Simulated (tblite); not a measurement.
**C3H8GeO2S: geometry relaxation (part 2 of 2)**

The same run, continued: C3H8GeO2S; GFN2-xTB geometry optimisation, gas phase (tblite 0.8.0). It belongs to a series of runs on one base structure; here: H on Ge replaced by COOCH3.

Geometry of the input (Å):
```
C  3.2418  0.1463  -0.3431
O  2.0940  -0.6013  0.0878
C  0.8497  -0.0386  0.1845
O  0.6977  1.1660  -0.1421
Ge -0.6106  -1.1485  0.7928
S  -2.4092  0.0601  1.3023
C  -3.2366  0.7474  -0.1635
H  3.6506  -0.2390  -1.2858
H  4.0276  -0.0331  0.4452
H  3.0334  1.2290  -0.3795
H  -0.1052  -1.7846  2.1172
H  -0.8852  -2.1951  -0.2955
H  -4.1164  0.1040  -0.4240
H  -2.5577  0.8417  -1.0405
H  -3.6782  1.7536  0.0995
```

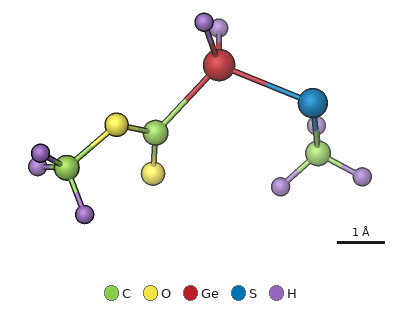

*The geometry at step 100 of the log (ball-and-stick view, seen at a tilt).*

Trajectory as extended XYZ, continued
```
15
Properties=species:S:1:pos:R:3:forces:R:3 step=50 energy=-648.17918
C     3.0988    0.1719   -0.2349   -0.0170  -0.0340  -0.0010
O     1.9410   -0.4275    0.3528   -0.0820   0.0790  -0.0850
C     0.7566    0.0699    0.0219   -0.0020   0.0260  -0.1510
O     0.5688    1.0259   -0.6846    0.0860  -0.1710   0.1090
Ge   -0.6613   -1.1116    0.8048   -0.0690   0.1050   0.0470
S    -2.3841    0.0774    1.5085   -0.0050  -0.0270  -0.0040
C    -2.9641    0.7121   -0.1086   -0.0160   0.0670  -0.0360
H     3.2756   -0.2820   -1.2117    0.0080   0.0220  -0.0170
H     3.9331   -0.0410    0.4278    0.0020   0.0510   0.0280
H     2.9461    1.2455   -0.3577    0.0180  -0.0240   0.0480
H    -0.1303   -1.9312    1.9470    0.0420  -0.0270  -0.0130
H    -1.1270   -2.0437   -0.2972    0.0110  -0.0480   0.0050
H    -3.5219   -0.0660   -0.6291    0.0720   0.0960   0.0610
H    -2.1222    1.0563   -0.7073   -0.0520  -0.0380   0.0690
H    -3.6136    1.5522    0.1238    0.0040  -0.0770  -0.0610
15
Properties=species:S:1:pos:R:3:forces:R:3 step=60 energy=-648.19651
C     3.0611    0.2183   -0.2145    0.0100  -0.0090  -0.0170
O     1.9231   -0.3929    0.3998    0.0360   0.0430  -0.0040
C     0.7313   -0.0283   -0.0445   -0.0050  -0.0090  -0.0240
O     0.5306    0.8098   -0.8821    0.0060  -0.0140  -0.0070
Ge   -0.6871   -1.1444    0.8275   -0.0240   0.0110  -0.0050
S    -2.3545    0.1174    1.5484    0.0160   0.0000  -0.0330
C    -2.8844    0.7596   -0.0831   -0.0150  -0.0020  -0.0090
H     3.2091   -0.2229   -1.2017    0.0360   0.0290  -0.0190
H     3.9161    0.0108    0.4231   -0.0230  -0.0170   0.0310
H     2.9124    1.2947   -0.3228   -0.0520  -0.0470   0.0380
H    -0.1523   -2.0130    1.9364    0.0320   0.0660   0.0060
H    -1.2131   -2.0617   -0.2605   -0.0480  -0.0340  -0.0070
H    -3.2750   -0.0583   -0.6793   -0.0280  -0.0450  -0.0360
H    -2.0519    1.2344   -0.5922    0.0420   0.0240   0.0260
H    -3.6698    1.4844    0.1010    0.0170   0.0040   0.0600
15
Properties=species:S:1:pos:R:3:forces:R:3 step=70 energy=-648.21276
C     3.0241    0.2666   -0.1849   -0.0060   0.0280   0.0130
O     1.8957   -0.4032    0.3840    0.0040   0.0370   0.0100
C     0.7143   -0.1672   -0.1657    0.0150  -0.0500  -0.0240
O     0.5213    0.5500   -1.1094    0.0010   0.0310  -0.0100
Ge   -0.7063   -1.1979    0.8089    0.0400  -0.0210  -0.0180
S    -2.2955    0.1375    1.5583    0.0180   0.0120  -0.0040
C    -2.8137    0.8131   -0.0608   -0.0220   0.0130   0.0170
H     3.2135   -0.1005   -1.1954   -0.0290  -0.0330   0.0220
H     3.8724    0.0590    0.4625   -0.0400  -0.0350   0.0020
H     2.8342    1.3399   -0.2319   -0.0150   0.0170   0.0050
H    -0.1350   -1.9824    1.9591    0.0290  -0.0030  -0.0060
H    -1.3512   -2.1489   -0.1844    0.0160  -0.0250   0.0080
H    -3.0491    0.0008   -0.7431   -0.0060  -0.0070  -0.0030
H    -2.0263    1.4378   -0.4712    0.0020  -0.0030  -0.0060
H    -3.7026    1.4033    0.1295   -0.0090   0.0400  -0.0050
15
Properties=species:S:1:pos:R:3:forces:R:3 step=80 energy=-648.21862
C     3.0025    0.2760   -0.1627    0.0090   0.0090  -0.0010
O     1.8674   -0.3967    0.3823    0.0060   0.0170   0.0080
C     0.7038   -0.1929   -0.2155   -0.0120   0.0240  -0.0070
O     0.5332    0.5166   -1.1693   -0.0300  -0.0390  -0.0030
Ge   -0.6954   -1.2233    0.7835   -0.0050   0.0070  -0.0260
S    -2.2540    0.1448    1.5450   -0.0200  -0.0100   0.0290
C    -2.8079    0.8337   -0.0571    0.0050  -0.0080   0.0090
H     3.1956   -0.0840   -1.1748    0.0240  -0.0180   0.0140
H     3.8353    0.0505    0.4971    0.0210  -0.0050  -0.0200
H     2.8216    1.3514   -0.2028   -0.0210   0.0040   0.0250
H    -0.0750   -1.9543    1.9439    0.0000   0.0010  -0.0140
H    -1.3539   -2.2227   -0.1532    0.0100   0.0000   0.0070
H    -3.0532    0.0263   -0.7419    0.0090   0.0040  -0.0060
H    -2.0270    1.4645   -0.4716   -0.0270  -0.0130  -0.0240
H    -3.6973    1.4182    0.1526    0.0310   0.0260   0.0090
15
Properties=species:S:1:pos:R:3:forces:R:3 step=90 energy=-648.22063
C     2.9963    0.2828   -0.1519   -0.0010   0.0000  -0.0100
O     1.8505   -0.3822    0.3804    0.0240  -0.0060   0.0310
C     0.6929   -0.1999   -0.2366    0.0030   0.0160   0.0180
O     0.5225    0.4858   -1.2068    0.0100   0.0000  -0.0360
Ge   -0.6968   -1.2260    0.7746   -0.0090  -0.0120  -0.0240
S    -2.2568    0.1357    1.5458    0.0090  -0.0030   0.0330
C    -2.8036    0.8397   -0.0519    0.0210  -0.0160   0.0170
H     3.1981   -0.0773   -1.1618    0.0000   0.0040  -0.0160
H     3.8252    0.0460    0.5099   -0.0150   0.0040   0.0040
H     2.8232    1.3595   -0.1850   -0.0040   0.0070   0.0020
H    -0.0525   -1.9447    1.9258    0.0030  -0.0140   0.0340
H    -1.3468   -2.2445   -0.1455   -0.0130   0.0040  -0.0090
H    -3.0646    0.0346   -0.7323   -0.0350   0.0110  -0.0280
H    -2.0149    1.4542   -0.4757   -0.0030  -0.0040  -0.0040
H    -3.6771    1.4442    0.1664    0.0090   0.0090  -0.0120
15
Properties=species:S:1:pos:R:3:forces:R:3 step=100 energy=-648.22484
C     3.0057    0.3028   -0.1392   -0.0150  -0.0060   0.0010
O     1.8517   -0.3488    0.3950   -0.0080  -0.0020  -0.0060
C     0.7042   -0.2024   -0.2508    0.0130   0.0230  -0.0050
O     0.5441    0.4468   -1.2482    0.0080  -0.0420   0.0420
Ge   -0.6905   -1.2370    0.7576   -0.0020  -0.0140  -0.0220
S    -2.2742    0.0967    1.5350    0.0190   0.0030  -0.0050
C    -2.8260    0.8354   -0.0458    0.0040   0.0030  -0.0070
H     3.2066   -0.0619   -1.1481   -0.0150   0.0050   0.0010
H     3.8293    0.0576    0.5262   -0.0090   0.0040   0.0000
H     2.8482    1.3819   -0.1743   -0.0210  -0.0010   0.0010
H    -0.0581   -1.9446    1.9263    0.0030   0.0050  -0.0090
H    -1.3175   -2.2733   -0.1630    0.0060   0.0300   0.0040
H    -3.2435    0.0651   -0.6882    0.0030   0.0010   0.0130
H    -1.9923    1.3295   -0.5361   -0.0020  -0.0030  -0.0080
H    -3.5921    1.5602    0.2092    0.0150  -0.0080  -0.0010
15
Properties=species:S:1:pos:R:3:forces:R:3 step=110 energy=-648.22885
C     2.9685    0.3497   -0.1171    0.0010   0.0040  -0.0010
O     1.8339   -0.3283    0.4220   -0.0080   0.0190  -0.0060
C     0.7136   -0.2886   -0.2837    0.0040   0.0070  -0.0100
O     0.5788    0.2583   -1.3443    0.0000  -0.0030   0.0310
Ge   -0.6916   -1.2734    0.7449   -0.0110  -0.0130  -0.0110
S    -2.2173    0.1167    1.5371    0.0020   0.0000   0.0060
C    -2.7893    0.8600   -0.0340    0.0020   0.0010  -0.0060
H     3.1580    0.0056   -1.1351    0.0010   0.0050  -0.0040
H     3.8079    0.1143    0.5314   -0.0080   0.0010   0.0070
H     2.7821    1.4247   -0.1316    0.0220   0.0100  -0.0080
H    -0.0698   -1.9827    1.9163    0.0000  -0.0120  -0.0020
H    -1.3494   -2.2818   -0.1787   -0.0330  -0.0090   0.0090
H    -3.2524    0.0996   -0.6568    0.0180   0.0000   0.0100
H    -1.9539    1.3223   -0.5521   -0.0110  -0.0060  -0.0120
H    -3.5235    1.6116    0.2370    0.0210  -0.0030  -0.0020
15
Properties=species:S:1:pos:R:3:forces:R:3 step=120 energy=-648.23266
C     2.9181    0.4154   -0.0931    0.0070  -0.0050  -0.0020
O     1.7851   -0.2670    0.4446   -0.0330   0.0160  -0.0340
C     0.7094   -0.3659   -0.3227    0.0240  -0.0130  -0.0170
O     0.6076    0.0641   -1.4393   -0.0110  -0.0030   0.0450
Ge   -0.7049   -1.3230    0.7243    0.0180   0.0040  -0.0050
S    -2.1396    0.1390    1.5534    0.0000   0.0060  -0.0050
C    -2.7206    0.8755   -0.0179   -0.0070   0.0130   0.0000
H     3.1008    0.0818   -1.1159   -0.0040   0.0020  -0.0060
H     3.7601    0.1689    0.5480   -0.0010   0.0130   0.0110
H     2.7398    1.4926   -0.0946   -0.0030  -0.0190   0.0100
H    -0.0900   -2.0632    1.8810   -0.0010  -0.0070  -0.0030
H    -1.4422   -2.2883   -0.1864    0.0010   0.0040   0.0080
H    -3.2365    0.1229   -0.6078    0.0060   0.0110   0.0050
H    -1.8829    1.2869   -0.5741    0.0000  -0.0130   0.0010
H    -3.4085    1.6685    0.2560    0.0030  -0.0090  -0.0070
15
Properties=species:S:1:pos:R:3:forces:R:3 step=130 energy=-648.23300
C     2.9078    0.4291   -0.0886   -0.0010  -0.0010   0.0040
O     1.7758   -0.2593    0.4433    0.0010  -0.0020   0.0060
C     0.7105   -0.3863   -0.3323    0.0000  -0.0160   0.0180
O     0.6116    0.0230   -1.4560   -0.0070   0.0200  -0.0250
Ge   -0.7043   -1.3334    0.7212    0.0080   0.0000   0.0040
S    -2.1204    0.1452    1.5545   -0.0030   0.0050  -0.0040
C    -2.7084    0.8797   -0.0155    0.0040  -0.0010   0.0010
H     3.0933    0.1021   -1.1130    0.0020   0.0010   0.0010
H     3.7485    0.1845    0.5552    0.0020   0.0010  -0.0030
H     2.7250    1.5050   -0.0825   -0.0050   0.0010  -0.0020
H    -0.0927   -2.0822    1.8745   -0.0050   0.0000  -0.0030
H    -1.4572   -2.2884   -0.1861   -0.0030  -0.0050   0.0010
H    -3.2446    0.1320   -0.5930    0.0010   0.0000   0.0030
H    -1.8705    1.2703   -0.5857    0.0040  -0.0030  -0.0010
H    -3.3788    1.6867    0.2595    0.0010   0.0000   0.0000
15
Properties=species:S:1:pos:R:3:forces:R:3 step=140 energy=-648.23370
C     2.9114    0.4211   -0.0900    0.0000  -0.0020   0.0030
O     1.7894   -0.2884    0.4356   -0.0020   0.0010  -0.0070
C     0.7042   -0.3649   -0.3192    0.0030   0.0060  -0.0040
O     0.5833    0.1076   -1.4165   -0.0010  -0.0030   0.0060
Ge   -0.7023   -1.3334    0.7243    0.0040   0.0000   0.0010
S    -2.1193    0.1478    1.5508    0.0000   0.0040   0.0000
C    -2.7083    0.8667   -0.0262   -0.0010   0.0000   0.0020
H     3.1125    0.0944   -1.1116   -0.0010   0.0030   0.0010
H     3.7513    0.1946    0.5611    0.0020   0.0020   0.0010
H     2.7070    1.4933   -0.0903   -0.0030  -0.0040  -0.0020
H    -0.0872   -2.0819    1.8750    0.0000  -0.0030   0.0030
H    -1.4523   -2.2902   -0.1832   -0.0020  -0.0050  -0.0020
H    -3.2985    0.1306   -0.5643    0.0040   0.0010  -0.0050
H    -1.8671    1.1954   -0.6301   -0.0010  -0.0040   0.0040
H    -3.3286    1.7153    0.2401   -0.0020   0.0040   0.0000
```

Key numbers

- outcome: converged
- total energy: −648.2337 eV
- hardware: 1 CPU thread, shared host
- wall time: 1.7 s
- peak memory: 0.18 GiB
